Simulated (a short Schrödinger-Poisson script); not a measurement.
Stack: symmetric double-gate stack, SiO2 on p-type Si(100), at 77 K.

| layer | material | thickness (nm) | Na (cm⁻³) |
|---|---|---|---|
| 1 | SiO2 | 1.7 | - |
| 2 | Si | 2 | 6e16 |
| 3 | SiO2 | 1.7 | - |

The device is made up for the run: typed textbook-type constants, with dimensions and the other settings drawn at random. SiO2: permittivity 3.9, conduction-band edge (eV) 3.15, gap (eV) 9, electron mass (mₑ) 0.5. Si: permittivity 11.7, conduction-band edge (eV) 0, gap (eV) 1.124, Nv at 300 K (cm⁻³) 3.1e19.

Channel valleys (confinement mass, in-plane density-of-states mass, number): Δ2 0.916, 0.19, 2; Δ4 0.19, 0.417, 4. At the gates, both at one voltage, the conduction-band edge of layer 1 lies 3.2 eV − eVg above the Fermi level of the channel. Gaps are held at their typed values at every temperature. Mesh 0.03 nm at interfaces.

Solved with a short Schrödinger-Poisson script written for these runs: 1D Poisson equation in equilibrium, electrons quantum, Hartree (BenDaniel-Duke, 12 states a valley, the channel's in-plane mass for all, wave functions ending at the dielectric), parabolic valleys, classical holes, full ionisation, no traps, pinning or gate leakage.

Only gate voltages with over 1e8 electrons/cm² are shown.

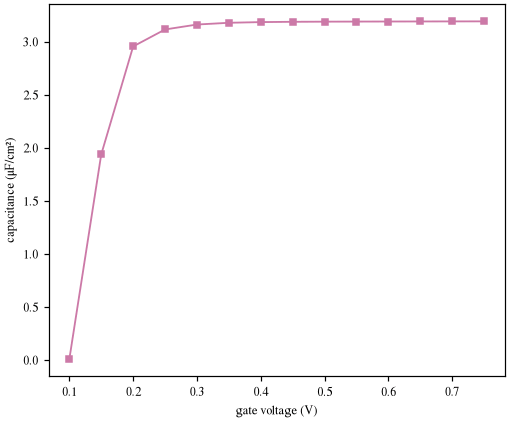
Quasi-static capacitance against gate voltage

```
Vg (V)  electrons (cm⁻²)  C (μF/cm²)  Δ2 E0 (meV)  Δ2 E1 (meV)  Δ4 E0 (meV)  Δ4 E1 (meV)
------  ----------------  ----------  -----------  -----------  -----------  -----------
0.1               3.50e8     0.00910         53.1        360.7        445.2       1927.9
0.15             1.81e11        1.94         11.1        318.5        403.2       1885.7
0.2              9.97e11        2.96         -3.0        303.5        389.1       1870.8
0.25             1.95e12        3.12        -11.1        294.5        380.9       1861.7
0.3              2.93e12        3.16        -18.0        286.6        374.1       1853.9
0.35             3.92e12        3.18        -24.5        279.2        367.6       1846.4
0.4              4.91e12        3.19        -30.9        271.9        361.2       1839.1
0.45             5.91e12        3.19        -37.2        264.6        354.9       1831.9
0.5              6.90e12        3.19        -43.5        257.4        348.6       1824.6
0.55             7.90e12        3.19        -49.8        250.1        342.4       1817.4
0.6              8.89e12        3.19        -56.0        242.9        336.1       1810.2
0.65             9.89e12        3.19        -62.3        235.7        329.9       1803.0
0.7              1.09e13        3.19        -68.6        228.5        323.6       1795.8
0.75             1.19e13        3.19        -74.9        221.2        317.4       1788.6
```

Subbands count from the Fermi level. The capacitance is that of both gates.
